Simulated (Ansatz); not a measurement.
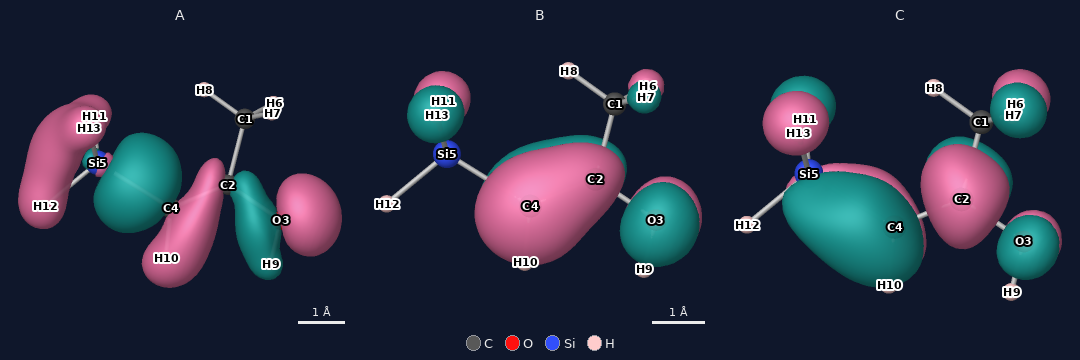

C3H8OSi (SMILES CC(O)=C[SiH3]). Three frontier orbitals at ±0.1 Å⁻³ᐟ² (teal and pink are the two phases), in no order.

The calculation used RKS revPBE-D4/6-31G (Ansatz).

Input

```
crystal:
  periodic: [false, false, false]
  atoms:
    - { symbol: C, position_ang: [-1.2155, -0.7445, 0.9127] }
    - { symbol: C, position_ang: [0.0361, -0.941, 0.1925] }
    - { symbol: O, position_ang: [0.4184, -2.255, 0.2558] }
    - { symbol: C, position_ang: [0.8601, -0.0248, -0.4657] }
    - { symbol: Si, position_ang: [0.4843, 1.7481, -0.7331] }
    - { symbol: H, position_ang: [-1.1675, -0.95, 1.9574] }
    - { symbol: H, position_ang: [-2.0196, -1.3247, 0.4647] }
    - { symbol: H, position_ang: [-1.5667, 0.3542, 0.8447] }
    - { symbol: H, position_ang: [1.2992, -2.3373, -0.1599] }
    - { symbol: H, position_ang: [1.7157, -0.339, -0.9094] }
    - { symbol: H, position_ang: [0.3989, 2.4529, 0.6132] }
    - { symbol: H, position_ang: [1.6157, 2.3396, -1.4913] }
    - { symbol: H, position_ang: [-0.8388, 1.9868, -1.4667] }
basis:
  gaussian: { orbitals: "6-31G" }
hamiltonian:
  xc: revpbe
  dispersion: d4
relax:
  f_tol: 0.02
  max_steps: 40
scf:
  lower_state_search: "off"
output:
  orbitals: {}
```

Run with:

```sh
ansatz run input.yaml --threads 1 --pin off --max-ram 2048MiB --backend cpu --events-out ev --progress --plain --runs-dir out
```

The fields are those of the relaxed geometry.

> Order the three orbitals by energy and name them.

A is the HOMO−1 (−7.69 eV). By Hirshfeld shares it lies mainly on O3 (about 30 %), C4 (about 25 %), Si5 (about 20 %) and C2 (about 5 %). B is the HOMO (−5.32 eV). By Hirshfeld shares it lies mainly on C4 (about 40 %), O3 (about 25 %) and C2 (about 20 %). C is the LUMO (−0.56 eV). By Hirshfeld shares it lies mainly on C2 (about 35 %), C4 (about 25 %), Si5 (about 15 %) and O3 (about 10 %).

> What is the HOMO–LUMO gap?

4.76 eV between the orbital energies.
